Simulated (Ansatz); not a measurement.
**H2SSi2: density, localisation and related maps**

```xyz
5

Si   -1.0587    0.1714   -0.6539
Si    0.5424   -1.1310   -1.2626
S     0.7143   -0.4899    0.8589
H     1.4511   -2.2681   -1.5644
H     1.6007    0.5315    0.8113
```

Geometry: PBE0-D4/def2-TZVP.

Level of theory: Ansatz 0.2.0, RKS PBE0-D4/def2-TZVPP.

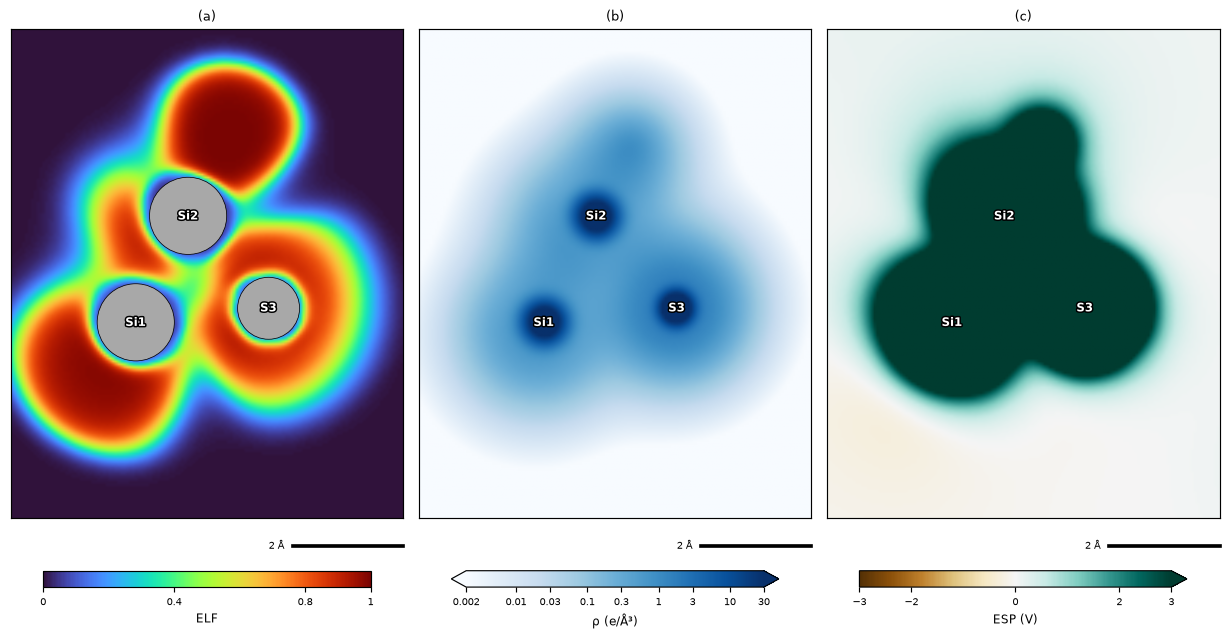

Figure 1. (a) ELF; (b) total electron density; (c) molecular electrostatic potential on the plane of atoms Si1, Si2 and S3. Grey discs cover the atomic cores in the ELF map.

### What do the fields say about this system?

- The section cuts through Si and S sites.
- Si–Si (2.15 Å): ρ at the midpoint is about 0.62 e/Å³; the ELF peaks at about 0.80 between the atoms; localised, covalent bonding.
- Si–S (2.22 Å): ρ is about 0.68 e/Å³ halfway, with its minimum of 0.54 e/Å³ about 0.8 Å from Si; the ELF peaks at about 0.85 between the atoms (a shared electron pair).
- Si–S (2.42 Å): ρ is about 0.49 e/Å³ halfway, with its minimum of 0.41 e/Å³ about 0.9 Å from Si; the ELF peaks at about 0.85 between the atoms (localised, covalent bonding).
- The ELF also peaks beside Si1, away from the bonds: lone-pair regions.
- The potential has no marked negative region in this plane.

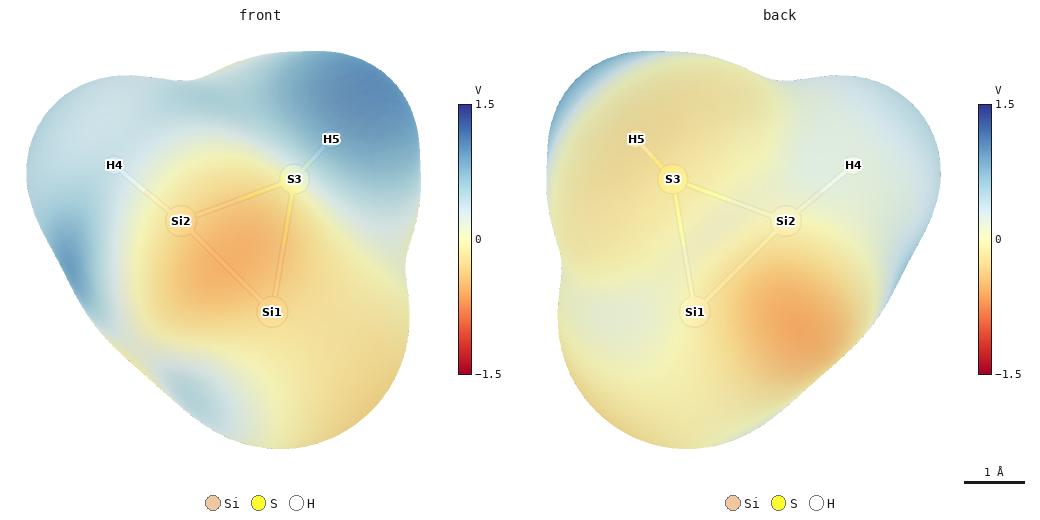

Figure 2. The electrostatic potential painted on the density surface at 0.001 e/bohr³, seen from the front and from behind; red is negative and blue positive.

### Describe the electrostatic potential map.

The most negative region (about −0.6 V) lies over Si1, the most positive (about +1.1 V) over H5.

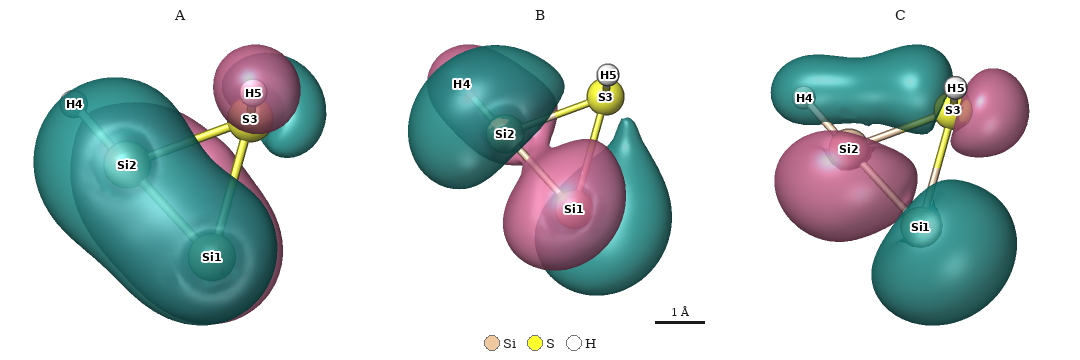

Figure 3. Three frontier orbitals at ±0.08 Å⁻³ᐟ² (teal and pink are the two phases), in no order.

### Which picture is the HOMO−1, the HOMO and the LUMO?

C is the HOMO−1 (−7.07 eV). Its weight (Hirshfeld) is mainly on Si1 (about 50 %), Si2 (about 30 %) and S3 (about 15 %). A is the HOMO (−5.77 eV). It lies mainly on Si2 (about 45 %), Si1 (about 40 %) and S3 (about 10 %); π-bonding across Si2–Si1. B is the LUMO (−1.88 eV). It lies mainly on Si1 (about 50 %), Si2 (about 40 %) and H4 (about 5 %).

### What is the HOMO–LUMO gap?

3.89 eV between the orbital energies.
